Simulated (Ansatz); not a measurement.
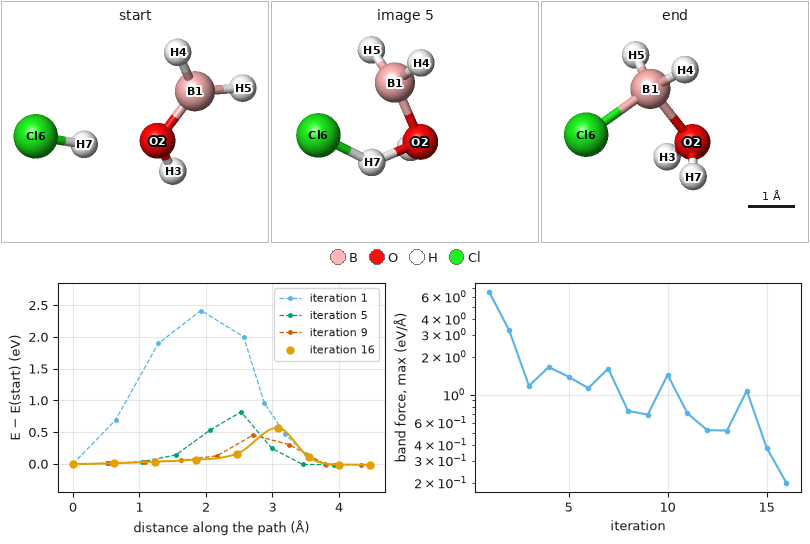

NEB run on BH₄OCl. Images are numbered from 0 (start) to 8 (end). The plot follows the band through its iterations. Style: ball-and-stick. Shown at a tilt.

These are results of RKS PBE-D4/def2-SVP in Ansatz, not measurements. Run with 7 movable images; climbing image; force threshold 0.2 eV/Å; iteration limit 60; starting path through a guess of the saddle point.

Question: Judge this run.

Answer: The run met only a loose threshold, so the barrier can't be trusted yet. The band converged in 16 iterations. The largest component of the band force went from 6.5 to 0.2 eV/Å. The climbing image converged on the top of the path. Its curvatures weren't checked. The force threshold is so loose that the height of the top is at best an upper bound. The first iteration put the highest image at 2.42 eV. The highest point, image 5, lies 0.57 eV above the start and 0.58 eV above the end; the end is at −0.01 eV relative to the start.

The run took 2.6 min on 1 thread of Arm Neoverse V1 (shared host), peak memory 0.11 GiB.
